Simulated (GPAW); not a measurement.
KTaO3 (Pm-3m): how ε∞ follows the gap

The empty bands of KTaO3 (Pm-3m) are shifted up rigidly by Δ, and ε∞ is computed for each shift.

The structure is cubic, space group Pm-3m (No. 221). The conventional cell has a = 3.988 Å, b = 3.988 Å, c = 3.988 Å, α = 90.00°, β = 90.00°, γ = 90.00°. Ta on site a has 6 O at 1.99 Å as nearest neighbours. K on site b is surrounded by 12 O at 2.82 Å. O on site d has 2 Ta at 1.99 Å as nearest neighbours.

Method: GPAW 26.7.0, PBE, RPA, k-mesh 8×8×8, local fields up to 70 eV, Lorentzian half width 0.12 eV.

Launch of the response step: `OMP_NUM_THREADS=1 python df.py`. The series took 4.4 min in all, its band step included, on 1 thread of Arm Neoverse V1, on a shared host.

```tsv
Δ (eV)	ε∞
0.00	4.723
0.25	4.588
0.50	4.465
0.75	4.352
1.00	?
1.50	4.060
2.00	3.898
3.00	3.628
```

With one effective transition at E₀ and fixed dipole strength, ε∞ − 1 = A/(E₀ + Δ), so 1/(ε∞ − 1) is linear in Δ.

Working, on the rows shown:

| x = Δ (eV) | y = 1/(ε∞ − 1) |
| --- | --- |
| 0 | 0.268601 |
| 0.25 | 0.278707 |
| 0.5 | 0.2886 |
| 0.75 | 0.298329 |
| 1.5 | 0.326797 |
| 2 | 0.345066 |
| 3 | 0.380518 |

Means: x̄ = 1.1429, ȳ = 0.31237. Σ(x − x̄)(y − ȳ) = 0.2606, Σ(x − x̄)² = 6.982. Slope = 0.2606 / 6.982 = 0.03733; intercept = ȳ − slope · x̄ = 0.26972. Turned back into ε∞, the line misses the rows shown by at most 0.015.

Q: Fill in the last column of the withheld row.

A: At x = 1 the line gives y = 0.30704, that is 4.257. The run gave 4.247, so the interpolation is off by 0.0099, 0.9 % of the range in the table.

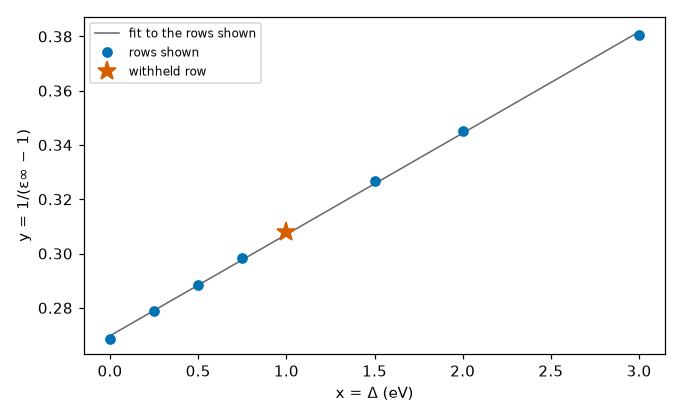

Refitted with all rows, the slope is 0.03731 and the intercept 0.26985. These give E₀ = intercept/slope = 7.2 eV, far above the least direct gap of 2.80 eV: most of the screening comes from transitions well over the edge. Over the first step ε∞ falls by 11 % per eV. Excitons are left out; PBE gaps are as a rule too small. The values come from a sum over the points of one k-mesh and carry its error, which grows as the direct gap shrinks. This version of GPAW has incomplete matrix elements in the optical limit, which can lower ε − 1 by up to a tenth where first-row anions or d states rule. Spin-orbit coupling is left out.

[Logs are printed without paths, hosts, clocks, repeated set-up lines and the standing remarks that a program may print on its own settings, such as how far it seeks lower states.]
